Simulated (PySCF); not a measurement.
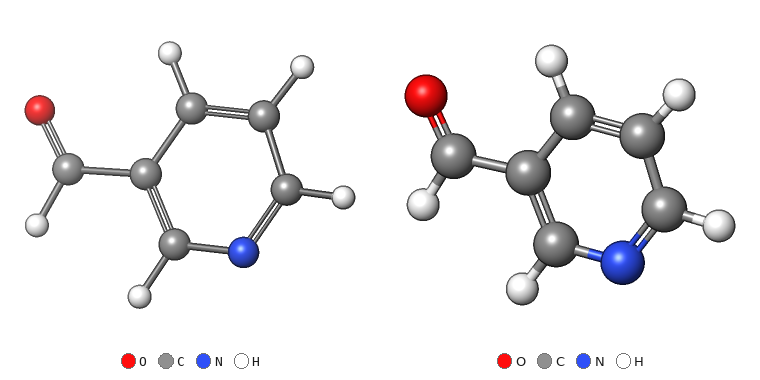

Both panels show the same species.

What is the molecular formula?

Answer. C6H5NO, 13 atoms: 6 carbon, 5 hydrogen, 1 nitrogen and 1 oxygen.

Name some functional groups or characteristic bonds that it holds.

Answer. Among them: aldehyde.

More results for the same structure follow; atom numbers are the same in all pictures, views and colours differ. The geometry was computed by an optimisation with PBE0-D3(BJ)/def2-SVP. No frequency run is at hand to confirm it as a minimum.

Geometry

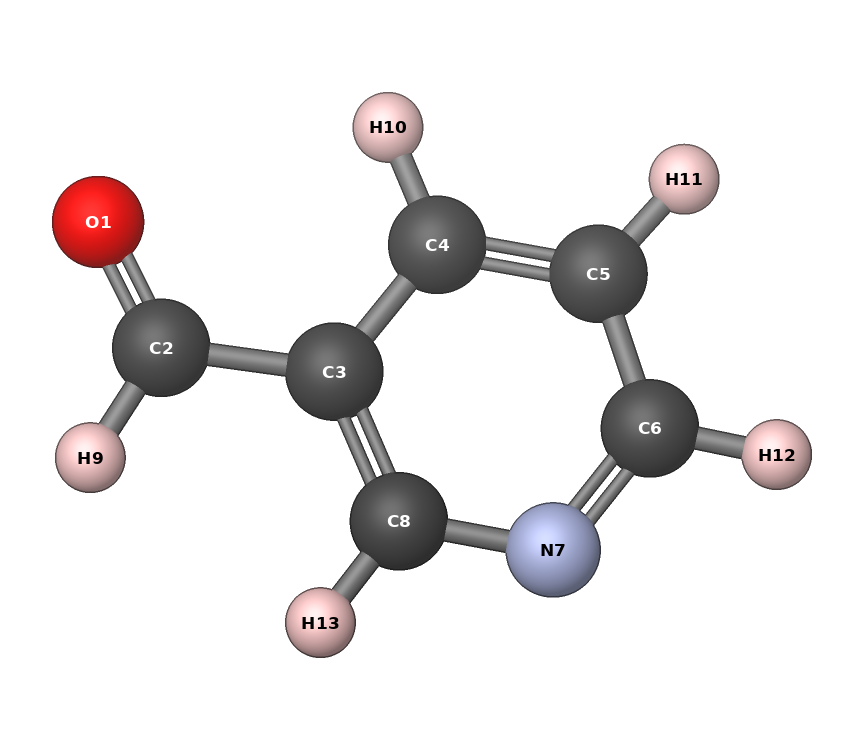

The atoms are numbered. No frequency run is at hand to confirm it as a minimum.

Give these bond angles: O1–C2–H9, C2–C3–C4, C2–C3–C8, C3–C2–H9, C3–C4–C5, C3–C4–H10, C3–C8–H13, C4–C5–C6, C5–C4–H10, C5–C6–N7, C5–C6–H12, N7–C6–H12.

```
    angle  degrees
 O1–C2–H9    121.2
 C2–C3–C4    120.8
 C2–C3–C8    120.8
 C3–C2–H9    114.7
 C3–C4–C5    118.4
C3–C4–H10    118.9
C3–C8–H13    119.7
 C4–C5–C6    118.3
C5–C4–H10    122.7
 C5–C6–N7    123.8
C5–C6–H12    119.9
N7–C6–H12    116.3
```

NMR shielding

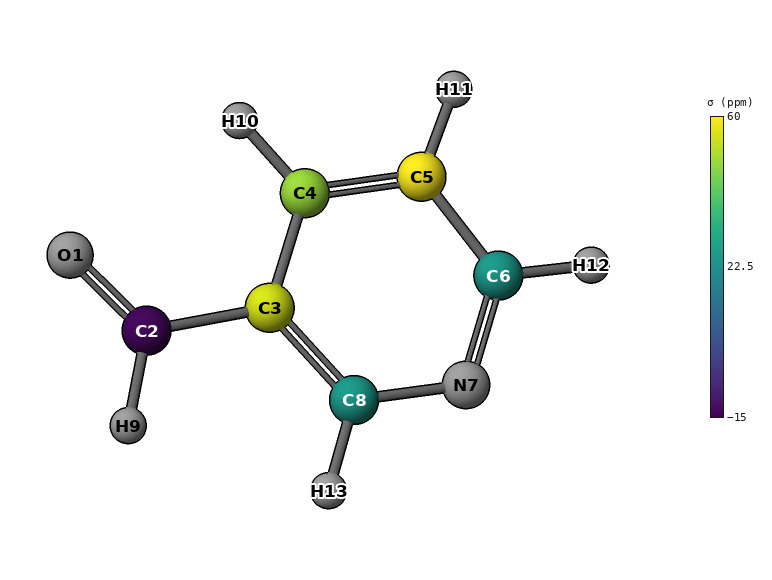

Atoms are coloured by their isotropic NMR shieldings (C only, the others grey). No frequency run is at hand to confirm it as a minimum. Level of theory: GIAO PBE0/pcSseg-0 NMR shielding, non-relativistic, gas phase (PySCF 2.14.0).

Which C atom is the most shielded (lowest chemical shift)?

Answer. C5 (59.3 ppm).

Which C atom is the least shielded (highest chemical shift)?

Answer. C2 (−13.1 ppm).

How wide is the range of C shifts?

Answer. 72.4 ppm.

List the isotropic NMR shieldings of the C atoms.

| atom | σ (ppm) |
| --- | --- |
| C2 | −13.1 |
| C3 | 55.1 |
| C4 | 48.7 |
| C5 | 59.3 |
| C6 | 25.1 |
| C8 | 25.3 |

Spin–spin coupling

No frequency run is at hand to confirm it as a minimum. Method: B3LYP/cc-pVTZ indirect spin-spin coupling, non-relativistic, gas phase (PySCF 2.14.0). Isotopes: 13C, 1H, 15N, 17O.

Give the spin–spin coupling constants of these pairs, with the number of bonds between them: C3/N7, C5/N7, N7/H13, N7/H12, C4/N7, N7/H11.

```json
{"pair": "C3, N7", "bonds apart": "2", "J (Hz)": "2.3"}
{"pair": "C5, N7", "bonds apart": "2", "J (Hz)": "2.3"}
{"pair": "N7, H13", "bonds apart": "2", "J (Hz)": "−12.3"}
{"pair": "N7, H12", "bonds apart": "2", "J (Hz)": "−12.6"}
{"pair": "C4, N7", "bonds apart": "3", "J (Hz)": "−1.6"}
{"pair": "N7, H11", "bonds apart": "3", "J (Hz)": "−1.0"}
```

Quadrupole coupling

No frequency run is at hand to confirm it as a minimum. Electric field gradients from the ground-state density, PBE0/6-311+G(2d,p) (PySCF 2.14.0), non-relativistic apart from any core potentials.

Give the largest field-gradient component, the quadrupole coupling constant and the asymmetry for 17O at O1 (Q = −25.6 mb), 14N at N7 (Q = 20.44 mb).

```tsv
atom	V_zz (a.u.)	e²qQ/h (MHz)	η
O1	−1.925	11.58	0.51
N7	−1.089	−5.23	0.37
```

Dipole moment

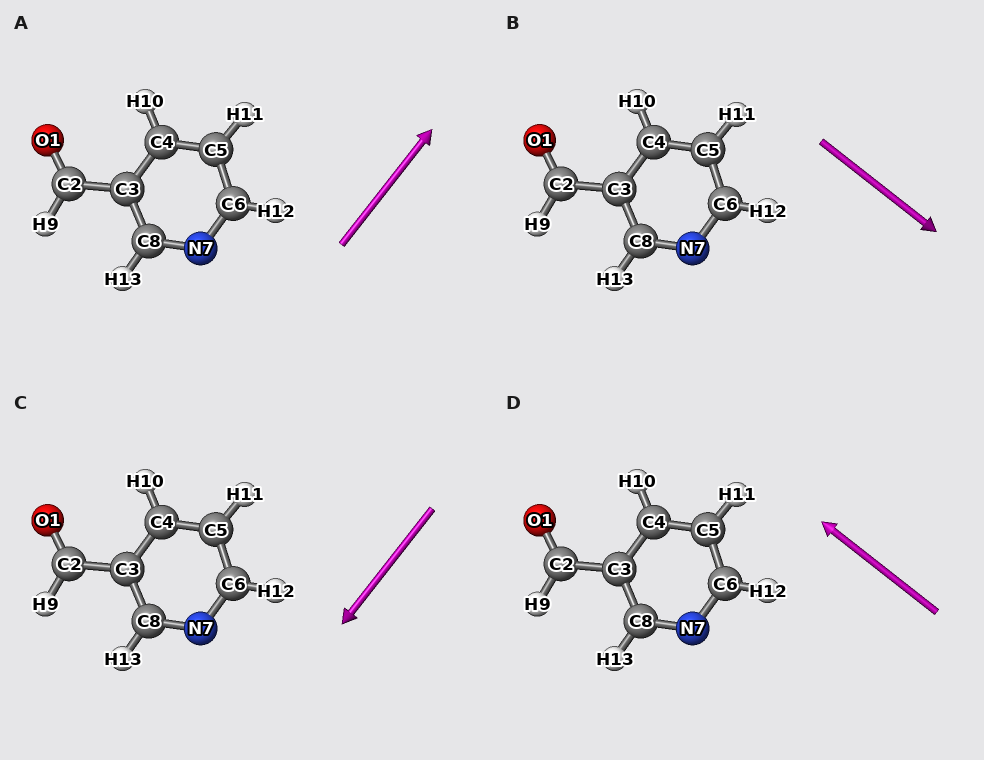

The same molecule four times, each with an arrow. No frequency run is at hand to confirm it as a minimum. Level of theory: PBE0/STO-3G, gas phase (PySCF 2.14.0).

Which arrow points along the dipole moment, from the negative to the positive end?

Answer. A. The dipole moment is 0.88 D; it points from the side of H9 to the side of H11 (the outermost atoms at the two ends).
